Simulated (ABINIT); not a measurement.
# CsCaF3 (Pm-3m): a self-consistent loop beyond G0W0, cycle by cycle, part 3 of 3

Wanted: G0W0 and self-consistent gaps of CsCaF3 (Pm-3m), with the cost of the cycles.

ABINIT 10.8.3; LDA and many-body steps on it, plane waves. Known limits of the many-body steps: not at the basis limit; no spin-orbit coupling; coarse k mesh.

So far. Step 10 (evGW, cycle 1): Against G0W0 in ABINIT (2×2×2 mesh, 81 bands, screening to 106.1 eV, Godby-Needs plasmon pole), the gap moves by +1.309 eV. Step 13 (evGW, cycle 2): Against the cycle before, the gap moves by +0.096 eV.

## (15) Screening, 2×2×2 mesh, 81 bands, screening to 106.1 eV

This step: RPA screening on LDA from quasiparticle energies, plane waves, norm-conserving pseudopotentials.

Input file run.abi:

```
acell 3*1.0 Angstrom
rprim 
  4.520531030000 0.000000000000 0.000000000000
  0.000000000000 4.520531030000 0.000000000000
  0.000000000000 0.000000000000 4.520531030000
ntypat 3
znucl 55 20 9
natom 5
typat 1 2 3 3 3
xred 
  0.000000000000 0.000000000000 0.000000000000
  0.500000000000 0.500000000000 0.500000000000
  0.000000000000 0.500000000000 0.500000000000
  0.500000000000 0.000000000000 0.500000000000
  0.500000000000 0.500000000000 0.000000000000
pp_dirpath "pseudos"
pseudos "Cs.upf, Ca.upf, F.upf"
ecut 36
ngkpt 2 2 2
nshiftk 1
shiftk 0 0 0
kptopt 1
chksymbreak 0
istwfk *1
occopt 1
irdwfk 1
optdriver 3
nband 81
ecuteps 3.9
inclvkb 2
awtr 1
symchi 1
irdqps 1
gwcalctyp 10
nqptdm 3
qptdm 
  0.5000000000 0.0000000000 0.0000000000
  0.5000000000 0.5000000000 0.0000000000
  0.5000000000 0.5000000000 0.5000000000
indata_prefix "in"
outdata_prefix "out"
tmpdata_prefix "tmp"
```

Input file mrgscr.stdin:

```
2
merged
q0_SCR
out_SCR
1
```

On the command line:

```sh
$ OMP_NUM_THREADS=1 mpirun -n 4 abinit run.abi > log; mrgscr < mrgscr.stdin
```

Numbers of over 12 decimals in the logs are rounded to 6 here.

Log:

```text
.Version 10.8.3 of ABINIT. v10.8.2 released Aug 2026.

 Symmetries : space group Pm -3 m (#221); Bravais cP (primitive cubic)
[... echo of the input left out ...]
== DATASET  1 ==================================================================
-   mpi_nproc: 4, omp_nthreads: 1 (-1 if OMP is not activated)

--- !DatasetInfo
iteration_state: {dtset: 1, }
dimensions: {natom: 5, nkpt: 4, mband: 81, nsppol: 1, nspinor: 1, nspden: 1, mpw: 6488, }
cutoff_energies: {ecut:  36.0, pawecutdg:  -1.0, }
[...]
q-point number  1        q = ( 0.500000, 0.000000, 0.000000) [r.l.u.]
--------------------------------------------------------------------------------
[... chi0 elements left out ...]
  Average fulfillment of the sum rule on Im[epsilon] for q-point    2 :     56.60  [%]

--------------------------------------------------------------------------------
  q-point number  2        q = ( 0.500000, 0.500000, 0.000000) [r.l.u.]
--------------------------------------------------------------------------------
[... chi0 elements left out ...]
  Average fulfillment of the sum rule on Im[epsilon] for q-point    3 :     53.38  [%]

 [... 1 further q-points ...]
```

The job ended after 17 s (4 MPI ranks of AMD EPYC 7571, shared host; peak memory 0.71 GiB; 68 s of CPU time).

Numbers from this step:

```
plasma frequency                    : 24.43 eV
plane waves in the screening matrix : 251
```

This screening reads the quasiparticle levels of the cycle before.

## (16) evGW, cycle 3

This step: evGW on LDA, plane waves, norm-conserving pseudopotentials.

Edit run.abi of step 15 so:

```diff
@@ -26,12 +26,10 @@
 irdwfk 1
-optdriver 3
+optdriver 4
 nband 81
-ecuteps 3.9
-inclvkb 2
-awtr 1
-symchi 1
-irdqps 1
 gwcalctyp 10
-nqptdm 3
-qptdm 
+ecutsigx 36
+symsigma 1
+nkptgw 4
+kptgw 
+  0.0000000000 0.0000000000 0.0000000000
   0.5000000000 0.0000000000 0.0000000000
@@ -39,2 +37,11 @@
   0.5000000000 0.5000000000 0.5000000000
+bdgw 
+  9 26
+  9 26
+  9 26
+  9 26
+ecuteps 3.9
+irdscr 1
+ppmodel 1
+irdqps 1
 indata_prefix "in"
```

On the command line:

```sh
$ OMP_NUM_THREADS=1 mpirun -n 4 abinit run.abi > log
```

Log:

```text
.Version 10.8.3 of ABINIT. v10.8.2 released Aug 2026.

 Symmetries : space group Pm -3 m (#221); Bravais cP (primitive cubic)
[... echo of the input left out ...]
== DATASET  1 ==================================================================
-   mpi_nproc: 4, omp_nthreads: 1 (-1 if OMP is not activated)

--- !DatasetInfo
iteration_state: {dtset: 1, }
dimensions: {natom: 5, nkpt: 4, mband: 81, nsppol: 1, nspinor: 1, nspden: 1, mpw: 6488, }
cutoff_energies: {ecut:  36.0, pawecutdg:  -1.0, }
[...]
.  kptgw no:  2; Maximum DeltaE = (   0.004  -0.000) for band index:  8
.  kptgw no:  3; Maximum DeltaE = (   0.003  -0.000) for band index:  5
.  kptgw no:  4; Maximum DeltaE = (   0.003  -0.000) for band index:  4

== END DATASET(S) ==============================================================
================================================================================

 -outvars: echo values of variables after computation  --------
           etotal      0.0000000000E+00
            nband          81
             nkpt           4
          spgroup         221
 [... the other variables as echoed above ...]

 Calculation completed.
```

The job ended after 73 s (4 MPI ranks; peak memory 1.3 GiB).

Numbers from this step:

```yaml
quasiparticle_gap_on_the_mesh: 11.79 eV
gap_of_the_density_functional_on_the_mesh: 6.840 eV
k_of_the_valence_top: 0, 0, 0
k_of_the_conduction_bottom: 0, 0, 0
least_direct_quasiparticle_gap_on_the_computed_points: 11.79 eV
```

Against the cycle before, the gap moves by +0.010 eV.

## (17) Side by side

Times are wall times on 4 MPI ranks of AMD EPYC 7571, shared host, good to a factor of about two. A run's time includes the screening step that it read.

```csv
run,mesh,bands,screening cutoff (eV),DFT gap (eV),gap on the mesh (eV),direct (eV),ε∞ used,time
G0W0,2×2×2,81,106.1,6.840,10.375,10.389,2.39,55 s
"evGW0, cycle 1",2×2×2,81,106.1,6.840,11.053,11.053,2.39,1.8 min
"evGW0, cycle 2",2×2×2,81,106.1,6.840,10.899,10.906,2.39,1.9 min
"evGW0, cycle 3",2×2×2,81,106.1,6.840,10.903,10.908,2.39,1.9 min
"evGW, cycle 1",2×2×2,81,106.1,6.840,11.684,11.684,2.06,1.9 min
"evGW, cycle 2",2×2×2,81,106.1,6.840,11.780,11.780,2.01,2 min
"evGW, cycle 3",2×2×2,81,106.1,6.840,11.790,11.790,2.01,1.9 min
```

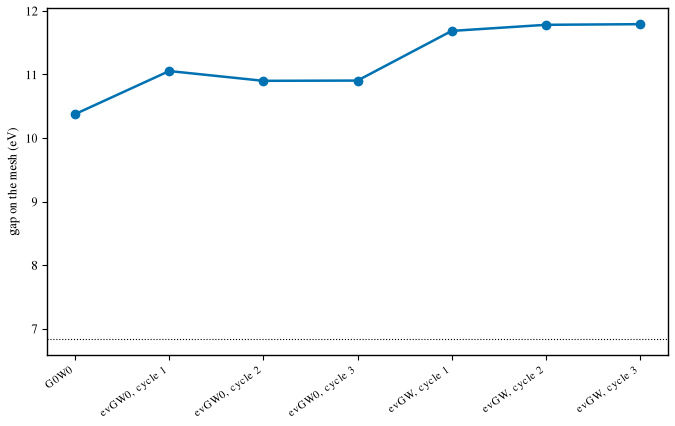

The gap through the cycles; the dotted line is the starting gap.

## (18) Outcome

* G0W0: 10.375 eV
* evGW0, cycle 1: 11.053 eV
* evGW0, cycle 2: 10.899 eV
* evGW0, cycle 3: 10.903 eV
* evGW, cycle 1: 11.684 eV
* evGW, cycle 2: 11.780 eV
* evGW, cycle 3: 11.790 eV
* known limits: not at the basis limit; no spin-orbit coupling; coarse k mesh

What this shows: Only the bands that the input lists are updated; the others, empty or deep, keep the functional's energies or take a rigid shift. The evGW loop starts from the last levels of evGW0, so its cycles and time come on top of those. evGW0 ends at 10.90 eV, +0.53 eV from G0W0, after 3 cycles that took 4 min beside the first screening; the last moved the gap by 0.004 eV. evGW ends at 11.79 eV, +1.41 eV from G0W0, after 3 cycles that took 5.8 min beside the first screening; the last moved the gap by 0.010 eV. The first cycle of evGW0 takes the full correction, without the factor Z, so it overshoots the one-shot value. Bands and cutoff are finite, so the gap is not at the basis limit. The miss can reach some tenths of an eV and take either sign; the mesh is an error of its own. The 2×2×2 mesh is coarse for this cell, which bears on the long-range parts of exchange and screening. This is the ideal cubic cell; many perovskites, halides above all, are cubic only on average, and local tilts or off-centring can widen the gap. In the updated screening the q = 0 part is built from Kohn-Sham bands under a rigid shift, the other q from the quasiparticle levels. The many-body steps are scalar-relativistic: spin-orbit coupling is not in them.

[Paths, hosts, dates, memory and timing lines, banners, echoed tables and standing remarks are left out of the program output.]

[Logs are printed without paths, hosts, clocks, repeated set-up lines and the standing remarks that a program may print on its own settings, such as how far it seeks lower states.]

[Runs of the session that timed out or met a known fault of the program may be left out.]

[Hosts, paths, dates, database ids (printed as entryN), source tags and the programs' standing remarks are cut or masked in the printed files.]

[G0W0 gaps are taken among the corrected bands and points alone; a level outside them can change the order at an edge.]

[Where Ansatz stands beside ABINIT at settings called matched, ABINIT's density can come from a denser mesh and the files from another edition; pairs whose starting gaps differed by over 0.03 eV were left out, so agreement reads better than it is.]
